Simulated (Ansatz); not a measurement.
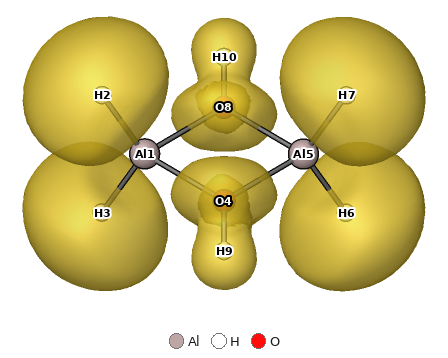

Al$_{2}$H$_{6}$O$_{2}$ ((H2Al-mu-OH)2). Isosurface of the electron localisation function at 0.75 (yellow), seen at a tilt. Core shells and regions of very low density are left out.

Geometry: r2SCAN-D4/def2-SVP.

These are results of RKS PBE0-D4/def2-TZVP (Ansatz 0.2.0), not measurements.

```csv
atom,x (Å),y (Å),z (Å)
Al,-1.1877,-0.0719,-0.7961
H,-1.9017,-1.4784,-0.9862
H,-1.7498,1.2570,-1.4611
O,0.6730,-0.1290,-0.9926
Al,1.1877,0.0718,0.7960
H,1.9024,1.4778,0.9870
H,1.7494,-1.2575,1.4607
O,-0.6731,0.1295,0.9925
H,1.1644,0.1970,-1.7552
H,-1.1645,-0.1964,1.7550
```

> What do the ELF domains correspond to?

The surface consists of four regions around hydrogen nuclei and two joined regions spread over several atoms (H, O), in which their bonds and any lone pairs are merged. Along the contacts the grid gives the following. Al–O (1.87 Å): the ELF peaks at about 0.90 in the valence shell of O, 0.7 Å from its nucleus, and is about 0.50 at the midpoint. O–H (0.96 Å): the ELF climbs to about 1 towards the hydrogen, as it does in any bond to H (an ordinary covalent bond to hydrogen).
